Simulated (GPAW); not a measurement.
## Dielectric function and optical constants of CsSnI3

Aim: the dielectric function of CsSnI3, and the optical constants that follow from it. The cell comes from an older database entry, whose edges can differ from later determinations, mostly by under a per cent.

Program: GPAW 26.7.0. Level of theory: DFT, LDA, plane-wave PAW (GPAW data sets), scalar-relativistic, RPA, optical limit. Results are calculated unless marked as measured.

The database entry behind the starting cell lists a temperature of 500 K, so it need not match the best structure at ambient conditions.

**1. The structure**

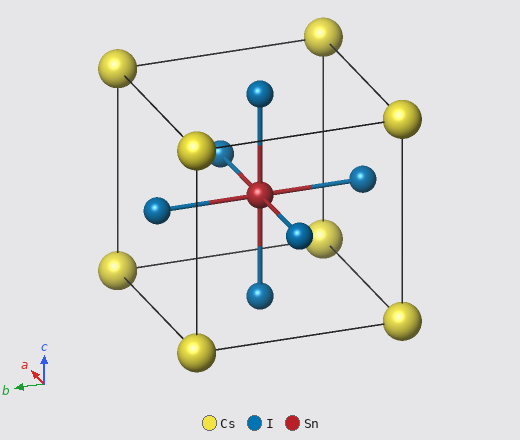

Start, viewed from a free direction; caesium yellow, iodine blue, tin red. Some periodic images of atoms are drawn too.

**2. Ground state**

First the ground state: is it a metal or has it a gap?

This step: DFT, LDA, plane-wave PAW (GPAW data sets), scalar-relativistic, ground state (GPAW 26.7.0).

gs.py reads:

```python
from ase import Atoms
from ase.dft.bandgap import bandgap
from gpaw import GPAW, PW, FermiDirac

atoms = Atoms(['Cs', 'I', 'I', 'I', 'Sn'],
              cell=[[6.205700000000, 0.000000000000, 0.000000000000],
                    [0.000000000000, 6.205700000000, 0.000000000000],
                    [0.000000000000, 0.000000000000, 6.205700000000]],
              scaled_positions=[[0.000000000000, 0.000000000000, 0.000000000000],
                                [0.500000000000, 0.500000000000, 0.000000000000],
                                [0.500000000000, 0.000000000000, 0.500000000000],
                                [0.000000000000, 0.500000000000, 0.500000000000],
                                [0.500000000000, 0.500000000000, 0.500000000000]],
              pbc=[True, True, True])
atoms.calc = GPAW(mode=PW(500), xc='LDA', kpts={'size': (4, 4, 4), 'gamma': True},
                  occupations=FermiDirac(0.05), maxiter=150, txt='gs.txt')
print('energy (eV)', atoms.get_potential_energy())
print('Fermi level (eV)', atoms.calc.get_fermi_level())
print('valence electrons', atoms.calc.get_number_of_electrons())
print('gap (eV)', bandgap(atoms.calc, output=None)[0])
print('direct gap (eV)', bandgap(atoms.calc, direct=True, output=None)[0])
atoms.calc.write('gs.gpw')
```

The run is started by

```console
OMP_NUM_THREADS=1 python gs.py
```

Numbers of over 12 decimals in the logs are rounded to 6 here.

The log of the run:

```text
__  _  _
 | _ |_)|_||  |
 |__||  | ||/\| - 26.7.0

Versions:
  Python: 3.12.14
  ASE:    3.29.0
  Numpy:  2.5.5
  Scipy:  1.18.1
  Libxc:  7.0.0

Input parameters:
  mode=PW(ecut=500.0),
  kpts=MonkhorstPack(size=(4, 4, 4), gamma=True),
  maxiter=150,
  occupations=Occupations(name='fermi-dirac', width=0.05, fixmagmom=False),
  xc=XC(name='LDA')

Diagonalizing LCAO Hamiltonian
Converting LCAO to pw mode
     .--------------.
    /|              |
   / |              |
  /  |              |
 *   |              |
 |   |              |
 | I |     Sn       |
 |   |              |
 |   .---I----------.
 |  /              /
 | /       I      /
 |/              /
 Cs-------------*

Atoms  # Å, Bohr magnetons
|   | symbol |        x |        y |        z |    initial magnetic moments |
| 0 |     Cs | 0.000000 | 0.000000 | 0.000000 | ( 0.0000,  0.0000,  0.0000) |
| 1 |      I | 3.102850 | 3.102850 | 0.000000 | ( 0.0000,  0.0000,  0.0000) |
| 2 |      I | 3.102850 | 0.000000 | 3.102850 | ( 0.0000,  0.0000,  0.0000) |
| 3 |      I | 0.000000 | 3.102850 | 3.102850 | ( 0.0000,  0.0000,  0.0000) |
| 4 |     Sn | 3.102850 | 3.102850 | 3.102850 | ( 0.0000,  0.0000,  0.0000) |

Unit cell  # Å
| periodic |        x |        y |        z |  lengths |    angles |
|      yes | 6.205700 | 0.000000 | 0.000000 | 6.205700 | 90.000000 |
|      yes | 0.000000 | 6.205700 | 0.000000 | 6.205700 | 90.000000 |
|      yes | 0.000000 | 0.000000 | 6.205700 | 6.205700 | 90.000000 |

Number of symmetries: 48
Symmetry operations  # r_c * U_cc + t_c -> r_c
|    | kind |            matrix            |
|  0 |  E   |  1, 0, 0,  0, 1, 0,  0, 0, 1 |
|  1 |  σ   |  1, 0, 0,  0, 1, 0,  0, 0,-1 |
|  2 |  σ   |  1, 0, 0,  0, 0, 1,  0, 1, 0 |
|  3 |  C4  |  1, 0, 0,  0, 0, 1,  0,-1, 0 |
|  4 |  C4  |  1, 0, 0,  0, 0,-1,  0, 1, 0 |
|  5 |  σ   |  1, 0, 0,  0, 0,-1,  0,-1, 0 |
|  6 |  σ   |  1, 0, 0,  0,-1, 0,  0, 0, 1 |
|  7 |  C2  |  1, 0, 0,  0,-1, 0,  0, 0,-1 |
|  8 |  σ   |  0, 1, 0,  1, 0, 0,  0, 0, 1 |
|  9 |  C2  |  0, 1, 0,  1, 0, 0,  0, 0,-1 |
| 10 |  C3  |  0, 1, 0,  0, 0, 1,  1, 0, 0 |
| 11 |  S6  |  0, 1, 0,  0, 0, 1, -1, 0, 0 |
| 12 |  S6  |  0, 1, 0,  0, 0,-1,  1, 0, 0 |
| 13 |  C3  |  0, 1, 0,  0, 0,-1, -1, 0, 0 |
| 14 |  C4  |  0, 1, 0, -1, 0, 0,  0, 0, 1 |
| 15 |  S4  |  0, 1, 0, -1, 0, 0,  0, 0,-1 |
| 16 |  C3  |  0, 0, 1,  1, 0, 0,  0, 1, 0 |
| 17 |  S6  |  0, 0, 1,  1, 0, 0,  0,-1, 0 |
| 18 |  σ   |  0, 0, 1,  0, 1, 0,  1, 0, 0 |
| 19 |  C4  |  0, 0, 1,  0, 1, 0, -1, 0, 0 |
| 20 |  C2  |  0, 0, 1,  0,-1, 0,  1, 0, 0 |
| 21 |  S4  |  0, 0, 1,  0,-1, 0, -1, 0, 0 |
| 22 |  S6  |  0, 0, 1, -1, 0, 0,  0, 1, 0 |
| 23 |  C3  |  0, 0, 1, -1, 0, 0,  0,-1, 0 |
| 24 |  S6  |  0, 0,-1,  1, 0, 0,  0, 1, 0 |
| 25 |  C3  |  0, 0,-1,  1, 0, 0,  0,-1, 0 |
| 26 |  C4  |  0, 0,-1,  0, 1, 0,  1, 0, 0 |
| 27 |  σ   |  0, 0,-1,  0, 1, 0, -1, 0, 0 |
| 28 |  S4  |  0, 0,-1,  0,-1, 0,  1, 0, 0 |
| 29 |  C2  |  0, 0,-1,  0,-1, 0, -1, 0, 0 |
| 30 |  C3  |  0, 0,-1, -1, 0, 0,  0, 1, 0 |
| 31 |  S6  |  0, 0,-1, -1, 0, 0,  0,-1, 0 |
| 32 |  C4  |  0,-1, 0,  1, 0, 0,  0, 0, 1 |
| 33 |  S4  |  0,-1, 0,  1, 0, 0,  0, 0,-1 |
| 34 |  S6  |  0,-1, 0,  0, 0, 1,  1, 0, 0 |
| 35 |  C3  |  0,-1, 0,  0, 0, 1, -1, 0, 0 |
| 36 |  C3  |  0,-1, 0,  0, 0,-1,  1, 0, 0 |
| 37 |  S6  |  0,-1, 0,  0, 0,-1, -1, 0, 0 |
| 38 |  σ   |  0,-1, 0, -1, 0, 0,  0, 0, 1 |
| 39 |  C2  |  0,-1, 0, -1, 0, 0,  0, 0,-1 |
| 40 |  σ   | -1, 0, 0,  0, 1, 0,  0, 0, 1 |
| 41 |  C2  | -1, 0, 0,  0, 1, 0,  0, 0,-1 |
| 42 |  C2  | -1, 0, 0,  0, 0, 1,  0, 1, 0 |
| 43 |  S4  | -1, 0, 0,  0, 0, 1,  0,-1, 0 |
| 44 |  S4  | -1, 0, 0,  0, 0,-1,  0, 1, 0 |
| 45 |  C2  | -1, 0, 0,  0, 0,-1,  0,-1, 0 |
| 46 |  C2  | -1, 0, 0,  0,-1, 0,  0, 0, 1 |
| 47 |  i   | -1, 0, 0,  0,-1, 0,  0, 0,-1 |

BZ-sampling:
  Number of BZ points: 64
  Number of IBZ points: 10

  Monkhorst-Pack size: [4, 4, 4]
  Monkhorst-Pack shift: [0.125, 0.125, 0.125]

K-points  # in reciprocal-cell coordinates
|   |                                coordinates |     weight |
| 0 | (  0.00000000,   0.00000000,   0.00000000) | 0.01562500 |
| 1 | (  0.25000000,   0.00000000,   0.00000000) | 0.09375000 |
| 2 | (  0.25000000,   0.25000000,   0.00000000) | 0.18750000 |
| 3 | (  0.25000000,   0.25000000,   0.25000000) | 0.12500000 |
| 4 | (  0.50000000,   0.00000000,   0.00000000) | 0.04687500 |
| 5 | (  0.50000000,   0.25000000,   0.00000000) | 0.18750000 |
| 6 | (  0.50000000,   0.25000000,   0.25000000) | 0.18750000 |
| 7 | (  0.50000000,   0.50000000,   0.00000000) | 0.04687500 |
| 8 | (  0.50000000,   0.50000000,   0.25000000) | 0.09375000 |
| 9 | (  0.50000000,   0.50000000,   0.50000000) | 0.01562500 |

Plane wave coefficients: 6090
Cutoff: 500.0 eV

Spin-components: 1 (collinear spins)
Bands:           26
Projectors:      26
Spin-degeneracy: 2
Datatype:        complex128

Parallelization:
  kpt:    1
  domain: 1
  band:   1

Density:
  Valence electrons: 44.0
  Components: 1
  Grid points: [35 35 35]
  Charge: 0.0  # |e|

Potential:
  Grid points: [35 35 35]

species:
  Cs:
    name:    Caesium
    id:
    Z:       55.0
    valence: 9
    core:    46
    charge:  0.0  # [|e|]
    compensation charges:
      type: gauss
      rc: 0.33  # [Å]
      lmax: 2
    cutoffs:
      filter: 2.06  # [Å]
      core: 2.51  # [Å]
    projectors
    | kind |    occ | energy [eV] | rcut [Å] |
    |   5s |  2.000 |     -26.872 |    1.164 |
    |   6s |  1.000 |      -2.224 |    1.164 |
    |   5p |  6.000 |     -13.611 |    1.058 |
    |    p |        |      13.601 |    1.058 |
    |    d |        |       0.000 |    1.058 |

    Using partial waves for Cs as LCAO basis

  I:
    name:    Iodine
    id:
    Z:       53.0
    valence: 7
    core:    46
    charge:  0.0  # [|e|]
    compensation charges:
      type: gauss
      rc: 0.37  # [Å]
      lmax: 2
    cutoffs:
      filter: 2.06  # [Å]
      core: 2.90  # [Å]
    projectors
    | kind |    occ | energy [eV] | rcut [Å] |
    |   5s |  2.000 |     -17.626 |    1.164 |
    |   5p |  5.000 |      -7.241 |    1.164 |
    |    s |        |       9.585 |    1.164 |
    |    p |        |      19.970 |    1.164 |
    |    d |        |       0.000 |    1.164 |

    Using partial waves for I as LCAO basis

  Sn:
    name:    Tin
    id:
    Z:       50.0
    valence: 14
    core:    36
    charge:  0.0  # [|e|]
    compensation charges:
      type: gauss
      rc: 0.38  # [Å]
      lmax: 2
    cutoffs:
      filter: 2.23  # [Å]
      core: 2.35  # [Å]
    projectors
    | kind |    occ | energy [eV] | rcut [Å] |
    |   5s |  2.000 |     -10.799 |    1.201 |
    |   5p |  2.000 |      -3.869 |    1.270 |
    |   4d | 10.000 |     -25.910 |    1.185 |
    |    s |        |      16.413 |    1.201 |
    |    p |        |      23.342 |    1.270 |
    |    d |        |       1.302 |    1.185 |

    Using partial waves for Sn as LCAO basis

Reference energy: -959650.307763  # eV

eigensolver:
  PPCG
  Converge bands: occupied
  niter=2

density mixing:
  MSR1-Mixer
  Pratt-step length: 0.05
  Maximum mixing coefficient: 0.75
  Old densities: 10
  SVD Regularization: 0.005
  Good broyden scale: 1.0
  Trust region scale: 1.0
  Backstep threshold: 4.0
  History deletion threshold: 6.0
  Fourier metric: weight=20.0, sigma=0.015

occupation numbers:
  Fermi-Dirac:
    width: 0.0500  # eV

poisson solver:
  ecut: 4000.0  # eV

xc functional:
  name: None

convergence criteria:
- Maximum [total energy] change in last 3 cyles: 0.0005 eV / valence electron
- Maximum integral of absolute [dens]ity change: 0.0001 electrons / valence electron
- Maximum integral of absolute [eigenst]ate change: 4e-08 eV^2 / valence electron
maximum number of iterations: 150

SCF iterations
|iter     |      energy | eigst |  dens |
|iter:   1||  -16.424918 | -0.33 |       |
|iter:   2||  -16.374245 | -2.31 | -1.39 |
|iter:   3||  -16.113587 | -2.16 | -1.43 |
|iter:   4||  -16.106841 | -3.61 | -2.05 |
|iter:   5||  -16.106578c| -4.62 | -2.44 |
|iter:   6||  -16.106602c| -5.52 | -3.07 |
|iter:   7||  -16.106604c| -6.78 | -3.72 |
|iter:   8||  -16.106604c| -7.70c| -4.33c|

Converged in 8 steps
SCF loop duration: 25.227 s (3.153 s/step)
Energy contributions relative to reference atoms: (reference = -959650.307763)

Energy contributions:
  Kinetic:          16.449427
  Coulomb:         -17.666737
  Zero:             -0.070954
  External:          0.000000
  Xc:              -14.817689
  Entropy:          -0.001301
  Spinorbit:         0.000000
  ----------------------------
  Free energy:     -16.107254
  Extrapolated:    -16.106604

dipole moment: (-65.483309, -65.483309, -65.483309)  # |e|*Ang

Fermi level: 3.191
Eigenvalues  # (at kpt = [0.000, 0.000, 0.000])
| band index |      eig [eV] | occ [0-2] |
|          0 |       -19.106 |     2.000 |
|        ... |               |           |
|         14 |        -1.583 |     2.000 |
|         15 |        -1.583 |     2.000 |
|         16 |         0.853 |     2.000 |
|         17 |         0.853 |     2.000 |
|         18 |         0.853 |     2.000 |
|         19 |         1.007 |     2.000 |
|         20 |         1.007 |     2.000 |
|         21 |         1.007 |     2.000 |
|         22 |         5.042 |     0.000 |
|         23 |         7.750 |     0.000 |
|         24 |         7.750 |     0.000 |
|         25 |         7.750 |     0.000 |

Gap: 0.269 eV
Transition (v -> c):
  (s=0, k=9, n=21, [0.50, 0.50, 0.50]) -> (s=0, k=9, n=22, [0.50, 0.50, 0.50])
No difference between direct/indirect transitions

--- standard output ---
energy (eV) -16.106604
Fermi level (eV) 3.190974
valence electrons 44.0
gap (eV) 0.269403
direct gap (eV) 0.269403
```

Wall time 27 s (1 thread of Arm Neoverse V1, shared host); peak memory 0.25 GiB.

Read-outs, printed or worked out from the files:

| Quantity | Value |
| --- | --- |
| energy | -16.11 eV |
| Fermi energy | 3.191 eV |
| gap on the k-mesh | 0.2694 eV |
| direct gap on the mesh | 0.2694 eV |
| electrons | 44 |

There is a gap, 0.27 eV on this mesh (points off the mesh can give less), so no carriers' term is needed.

**3. Bands for the response**

At the fixed density, many empty bands are solved on the mesh of the response, since the spectrum sums over them.

This step: DFT, LDA, plane-wave PAW (GPAW data sets), scalar-relativistic, bands at fixed density (GPAW 26.7.0).

nscf.py reads:

```python
from ase.dft.bandgap import bandgap
from gpaw import GPAW, FermiDirac

calc = GPAW('gs.gpw').fixed_density(kpts={'size': (6, 6, 6), 'gamma': True}, nbands=103, convergence={'bands': 97},
                                    occupations=FermiDirac(0.001), txt='nscf.txt')
print('gap (eV)', bandgap(calc, output=None)[0])
print('direct gap (eV)', bandgap(calc, direct=True, output=None)[0])
print('top band over the Fermi level (eV)', min(calc.get_eigenvalues(kpt=k)[96] for k in range(len(calc.get_ibz_k_points()))) - calc.get_fermi_level())
calc.write('full.gpw', mode='all')
```

The run is started by

```console
OMP_NUM_THREADS=1 python nscf.py
```

The log of the run:

```text
Diagonalizing LCAO Hamiltonian
Converting LCAO to pw mode
convergence criteria:
- Maximum integral of absolute [eigenst]ate change: 4e-08 eV^2 / valence electron
maximum number of iterations: 150

SCF iterations
|iter     |      energy | eigst |  dens |
|iter:   1||             | +3.71 |       |
|iter:   2||             | +2.44 |       |
|iter:   3||             | +1.54 |       |
|iter:   4||             | +0.62 |       |
|iter:   5||             | -0.10 |       |
|iter:   6||             | -0.59 |       |
|iter:   7||             | -1.00 |       |
|iter:   8||             | -1.30 |       |
|iter:   9||             | -1.59 |       |
|iter:  10||             | -1.84 |       |
[... 27 further cycles ...]
|iter:  38||             | -6.63 |       |
|iter:  39||             | -6.72 |       |
|iter:  40||             | -6.81 |       |
|iter:  41||             | -6.92 |       |
|iter:  42||             | -7.01 |       |
|iter:  43||             | -7.11 |       |
|iter:  44||             | -7.18 |       |
|iter:  45||             | -7.26 |       |
|iter:  46||             | -7.33 |       |
|iter:  47||             | -7.43c|       |
SCF steps: 47
  __  _  _
 | _ |_)|_||  |
 |__||  | ||/\| - 26.7.0

Versions:
  Python: 3.12.14
  ASE:    3.29.0
  Numpy:  2.5.5
  Scipy:  1.18.1
  Libxc:  7.0.0

Input parameters:
  mode=PW(ecut=500.0),
  convergence={'bands': 97},
  gpts=array([35, 35, 35]),
  kpts=MonkhorstPack(size=(6, 6, 6), gamma=True),
  maxiter=150,
  nbands=103,
  occupations=Occupations(name='fermi-dirac', width=0.001, fixmagmom=False),
  parallel={},
  xc=XC(name='LDA')

--- standard output ---
gap (eV) 0.269403
direct gap (eV) 0.269403
top band over the Fermi level (eV) 22.750615
```

It took 17 min on 1 thread; peak memory 0.48 GiB.

**4. Dielectric function, RPA**

Local fields let the induced charge screen the field inside the cell, which as a rule lowers ε, most along directions where the density is uneven.

This step: DFT, LDA, plane-wave PAW (GPAW data sets), scalar-relativistic, RPA, optical limit (GPAW 26.7.0).

df.py reads:

```python
from gpaw.response.df import DielectricFunction

df = DielectricFunction('full.gpw', frequencies={'type': 'nonlinear', 'domega0': 0.03, 'omega2': 8},
                        ecut=50,
                        eta=0.1,
                        nbands=97,
                        txt='df.txt')
for direction in ['x']:
    df.get_dielectric_function(xc='RPA', direction=direction, filename=f'df_{direction}.csv')
```

The run is started by

```console
OMP_NUM_THREADS=1 python df.py
```

The log of the run:

```text
Using integrator: PointIntegrator
NonLinearFrequencyDescriptor(from 0.000 to 46.201 eV, 455 points)
Nonperiodic BCs:  [False False False]
Using integrator: PointIntegrator
NonLinearFrequencyDescriptor(from 0.000 to 46.201 eV, 455 points)
Nonperiodic BCs:  [False False False]

Calculating chi0 body with:
    Ground state adapter containing:
    Number of spins: 1
    Number of kpoints: 216
    Number of irreducible kpoints: 20
    Number of completely occupied states: 22
    Number of partially occupied states: 22

    Linear response parametrization:
    q_c: [0.0, 0.0, 0.0]
    Number of frequency points: 455
    Planewave cutoff: 50.0
    Number of bands: 97
    Number of planewaves: 179
    Broadening (eta): 0.1

Integrating chi0 body.

Symmetries of q_c:
    Direct symmetries (Uq -> q): 48
    Indirect symmetries (TUq -> q): 0
In total 48 allowed symmetries.

20 groups of equivalent kpoints. 90.740741% reduction.

Integral kind: spectral function

Calculating chi0 optical extensions with:
    Ground state adapter containing:
    Number of spins: 1
    Number of kpoints: 216
    Number of irreducible kpoints: 20
    Number of completely occupied states: 22
    Number of partially occupied states: 22

    Linear response parametrization:
    Number of frequency points: 455
    Planewave cutoff: 50.0
    Number of bands: 97
    Number of planewaves: 179
    Broadening (eta): 0.1
Integrating chi0 head and wings.

Symmetries of q_c:
    Direct symmetries (Uq -> q): 48
    Indirect symmetries (TUq -> q): 0
In total 48 allowed symmetries.

20 groups of equivalent kpoints. 90.740741% reduction.

Integral kind: spectral function wings
```

The job ended after 74 s (1 thread; peak memory 0.96 GiB).

This step gave:

```
electronic dielectric constant ε∞, mean over x, y and z (by symmetry where fewer were run) : 33.76
```

The Im ε, E ∥ x has structure finer than the step of the table below, so its rows give means over 1 eV, whole bins alone (the curve runs from 0 to 15.0 eV). Peaks (eV: height): 0.3: 32.6, 0.9: 13.8, 1.5: 13.0, 1.9: 14.8.

Sum at mesh points, not converged in k; values under the direct gap are tails of Lorentzian lines. The Im ε, E ∥ x by photon energy; means over each step:

```csv
photon energy (eV),"Im ε, E ∥ x"
1,7.54
2,9.43
3,4.23
4,2.84
5,2.26
6,3.11
7,2.22
8,2.28
9,2.04
10,1.16
11,0.971
12,1.09
13,1.10
14,0.916
```

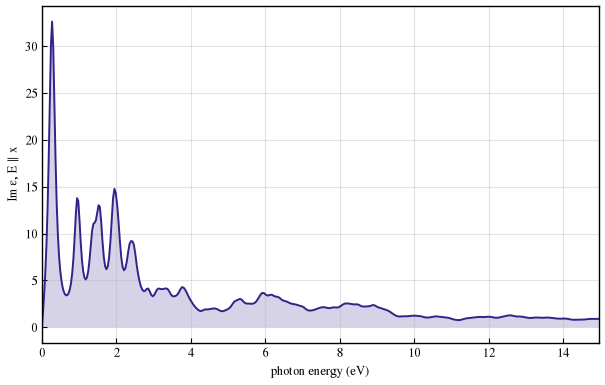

Im ε, E ∥ x, plotted against photon energy.

The reflectivity at normal incidence, E ∥ x has structure finer than the step of the table below, so its rows give means over 1 eV, whole bins alone (the curve runs from 0 to 15.0 eV). Peaks (eV: height): 0.3: 56.9, 0.9: 42.2, 1.6: 41.8, 2.1: 47.3, 2.5: 44.4, 3.9: 27.9, 9.3: 23.9.

Sum at mesh points, not converged in k. The reflectivity at normal incidence, E ∥ x by photon energy; means over each step:

```csv
photon energy (eV),"reflectivity at normal incidence, E ∥ x (%)"
1,33.6
2,37.8
3,27.6
4,19.5
5,12.0
6,18.0
7,15.8
8,14.7
9,20.6
10,13.4
11,8.49
12,7.03
13,8.92
14,8.21
```

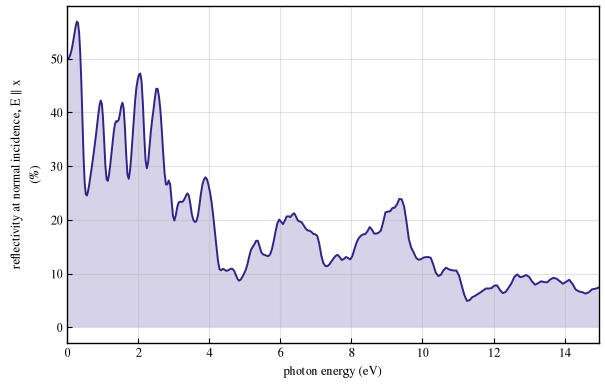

Reflectivity at normal incidence, E ∥ x, plotted against photon energy.

The Im ε, E ∥ x has structure finer than the step of the table below, so its rows give means over 1 eV, whole bins alone (the curve runs from 0 to 15.0 eV). Peaks (eV: height): without local fields 0.3: 33.6, 0.9: 14.9, 1.5: 13.8, 1.9: 15.6; with local fields 0.3: 32.6, 0.9: 13.8, 1.5: 13.0, 1.9: 14.8.

Sum at mesh points, not converged in k; values under the direct gap are tails of Lorentzian lines. Im ε, E ∥ x against photon energy; means over each step:

```csv
photon energy (eV),without local fields,with local fields
1,8.16,7.54
2,9.84,9.43
3,4.49,4.23
4,3.15,2.84
5,2.94,2.26
6,4.71,3.11
7,3.10,2.22
8,3.41,2.28
9,2.42,2.04
10,1.57,1.16
11,1.20,0.971
12,1.34,1.09
13,1.80,1.10
14,1.47,0.916
```

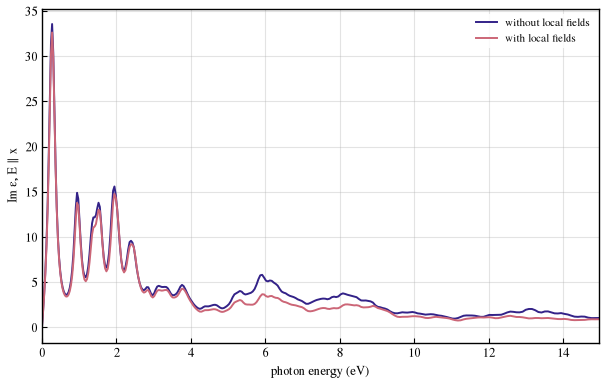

Im ε, E ∥ x against photon energy.

The loss function −Im 1/ε at q → 0, E ∥ x has structure finer than the step of the table below, so its rows give means over 1 eV, whole bins alone (the curve runs from 0 to 15.0 eV). Peaks (eV: height): 4.2: 0.518, 7.2: 0.508, 10.3: 0.890, 11.0: 0.988, 14.2: 0.968.

Sum at mesh points, not converged in k; values under the direct gap are tails of Lorentzian lines. The loss function −Im 1/ε at q → 0, E ∥ x by energy loss; means over each step:

```csv
energy loss (eV),"loss function −Im 1/ε at q → 0, E ∥ x"
1,0.0503
2,0.0973
3,0.233
4,0.347
5,0.273
6,0.262
7,0.419
8,0.383
9,0.494
10,0.820
11,0.816
12,0.655
13,0.756
14,0.879
```

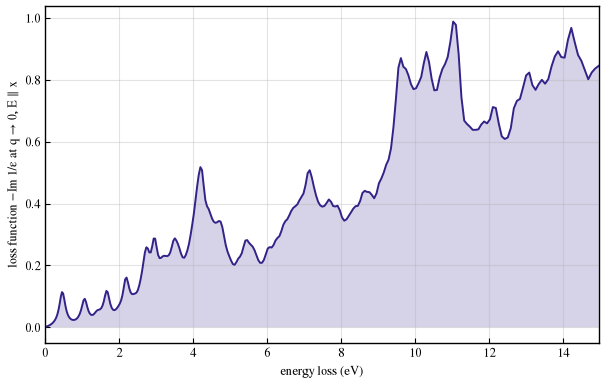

Loss function −Im 1/ε at q → 0, E ∥ x against energy loss.

From ε follow the optical constants at some laser and lamp lines:

```csv
wavelength (nm),n,k,R (%),1/α
1550,3.78,0.701,35.2,176 nm
800,3.03,2.130,41.7,30 nm
450,1.37,1.411,28.0,25 nm
405,1.64,1.155,21.0,28 nm
365,1.51,1.316,24.8,22 nm
308,1.11,1.211,25.0,20 nm
248,1.61,0.608,10.3,32 nm
```

Below the direct gap, k and the depth come from the tails of the Lorentzian lines, not from transitions.

Rows near the edge hang on the gap, which this functional as a rule makes too small, and phonon-assisted absorption is left out.

**5. Outcome**

```
electronic dielectric constant ε∞, mean over x, y and z (by symmetry where fewer were run) (RPA) : 33.8
```

In words: At this level (LDA, RPA) CsSnI3 has ε∞ = 33.8 and n = 3.78 at 1550 nm. On the mesh the gap is 0.27 eV and the least direct gap 0.27 eV. Local fields change the static value along x from 35.67 to 33.76 (-5 %). Excitons and phonon-assisted transitions are missing; LDA gaps are as a rule too small, which pulls the onset down and ε∞ up. Spin-orbit coupling is left out although heavy atoms are present. The gap is small and seen on the mesh alone; bands may touch between the points, and no carriers' term was added. The sum runs over mesh points 0.17 Å⁻¹ apart with no interpolation, so peaks are partly noise of the mesh; over so small a direct gap single mesh points weigh heavily, so ε∞, n and their changes from run to run can be far off. Besides steps told in other documents, this task had 1 step that ran out of time; those not told in a step above aren't shown.

[Machine, clock and banner lines and Python warnings are left out of the logs.]

[Logs are printed without paths, hosts, clocks, repeated set-up lines and the standing remarks that a program may print on its own settings, such as how far it seeks lower states.]

[Hosts, paths, dates, database ids (printed as entryN), source tags and the programs' standing remarks are cut or masked in the printed files.]
